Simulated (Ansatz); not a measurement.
System: C3H7ClSi.

The calculation's input:

```
crystal:
  periodic: [false, false, false]
  atoms:
    - {symbol: Cl, position_ang: [-2.704905, 0.553087, 1.400367]}
    - {symbol: C, position_ang: [-0.923705, 0.421004, 1.504996]}
    - {symbol: Si, position_ang: [-0.263573, -0.640977, 0.110183]}
    - {symbol: C, position_ang: [1.419540, -0.274019, -0.550516]}
    - {symbol: C, position_ang: [0.244459, 0.165599, -1.461274]}
    - {symbol: H, position_ang: [-0.512823, 1.429495, 1.448030]}
    - {symbol: H, position_ang: [-0.689336, 0.009161, 2.486767]}
    - {symbol: H, position_ang: [-0.782851, -2.023638, 0.108801]}
    - {symbol: H, position_ang: [2.036548, -1.085345, -0.923235]}
    - {symbol: H, position_ang: [2.009843, 0.525281, -0.113216]}
    - {symbol: H, position_ang: [0.139059, -0.370791, -2.398553]}
    - {symbol: H, position_ang: [0.104545, 1.235842, -1.578248]}
basis:
  gaussian: {orbitals: def2-TZVPP}
hamiltonian: {xc: pbe0, dispersion: d4}
output: {orbitals: {seedname: orbitals}}
```

Launched as:

```sh
ansatz run in.yaml --threads 4 --pin off --events-out ev --progress --plain --max-ram 10444MiB
```

Geometry: PBE0-D4/def2-TZVP.

The calculation used RKS PBE0-D4/def2-TZVPP (Ansatz 0.2.0).

**Predict the electron density and electron localisation function between the atoms.**

C–Si (1.85 Å): ρ is about 0.91 e/Å³ halfway; the ELF peaks at about 0.85 between the atoms; a covalent bond.
C–H (1.09 Å): ρ at the midpoint is about 2 e/Å³; the ELF climbs to about 1 towards the hydrogen, as it does in any bond to H; a covalent bond by its length.
Si–H (1.48 Å): the density is about 0.83 e/Å³ at the midpoint; the ELF climbs to about 1 towards the hydrogen.

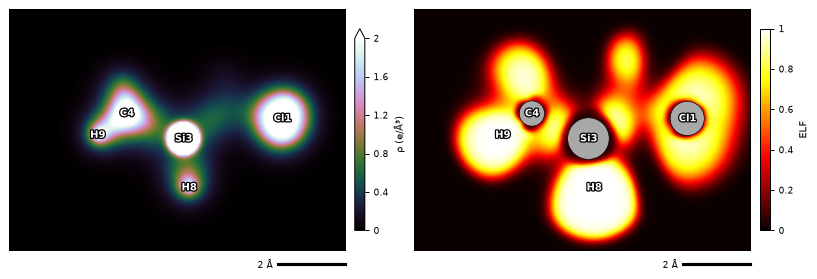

Computed electron density and electron localisation function on the plane of atoms C4, Si3 and H8, in this order. Grey discs cover the atomic cores in the ELF map. 
